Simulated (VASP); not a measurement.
Band structure of TlBi (relaxed from the NiAs type structure, space group P6_3/mmc). Computed with PBEsol GGA, VASP's PBE PAW potentials (set 64) (plane waves; VASP 6.6.1).

Unless said otherwise, spin-orbit coupling is left out, though it shifts the bands of the heavy elements here.

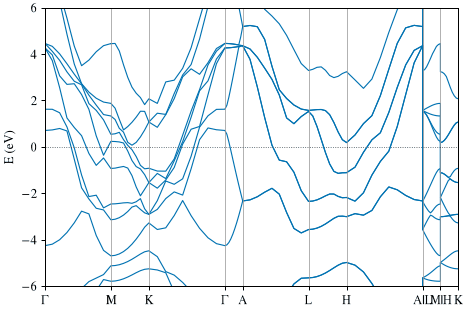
Bands along high-symmetry lines, zero at the valence-band maximum or, without a gap, the Fermi level

**Question.** Read the plot: is there a gap, and where are the band edges?

**Answer.** It has no gap at this level: it comes out as a metal or semimetal. (Edges off the drawn lines would not show.)

The structure was generated: TlBi was put into the NiAs type type (P6_3/mmc), which need not be its known phase. It was relaxed first.
